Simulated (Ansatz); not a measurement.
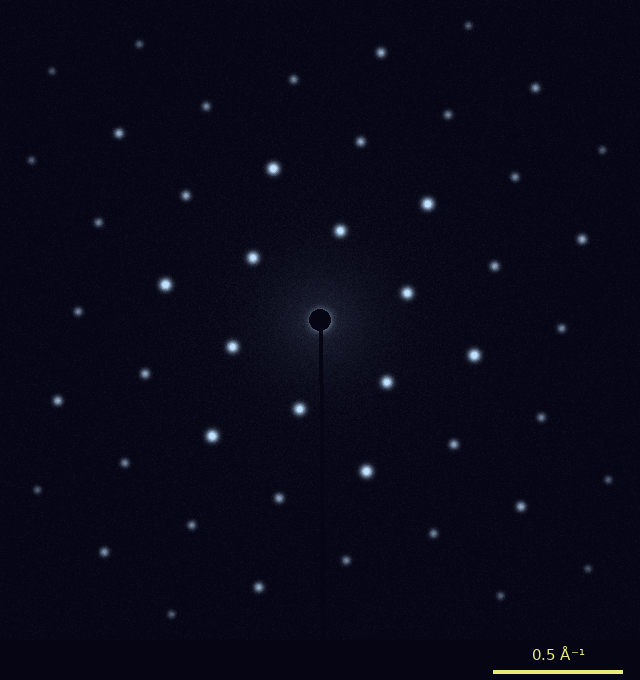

Simulated selected-area electron diffraction pattern (100 kV, kinematic approximation, thin crystal, B = 0.5 Å² for all atoms).

**What net do the spots form, and what spacings does it show?**

The spots form a hexagonal net with both shortest vectors at d = 2.81 Å, 60.0° apart.

**What is the point symmetry of the pattern, intensities included?**

6mm. Such a pattern arises along the three- or sixfold axis of a trigonal, hexagonal or cubic crystal.

**What was simulated?**

This cannot be fixed from one zone alone; the pattern is [001] of Zr, space group P6_3/mmc (No. 194), a = 3.25 Å, c = 5.15 Å (hexagonal axes). The net vectors are 1 0 0 and 0 1 0. Structure: the input geometry of an electronic-structure calculation (not necessarily at equilibrium).
